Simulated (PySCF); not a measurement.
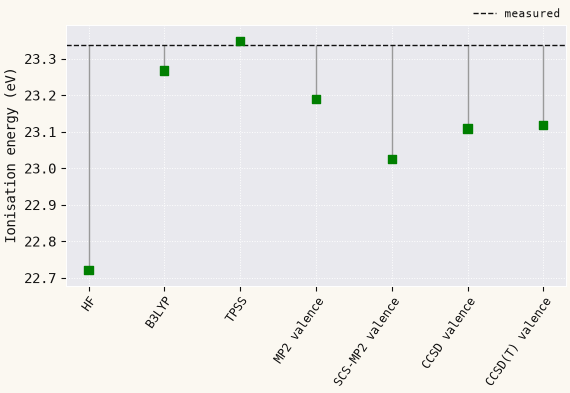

The ionisation energy of an atom or ion with 15 electrons in the configuration [Ne] 3s² 3p³ by several methods. PySCF, aug-cc-pV(D+d)Z, non-relativistic, unrestricted single determinants, no spin-orbit coupling. Methods marked “valence” freeze 10 core electrons.

Which atom or ion is it?

Answer. S II (S⁺). The values run from 22.722 eV (HF) to 23.347 eV (TPSS). The measured value is 23.338 eV; nearest to it come TPSS (+0.009) and B3LYP (−0.070), furthest HF (−0.616 eV).

Caveat: spin-orbit shift not estimated.
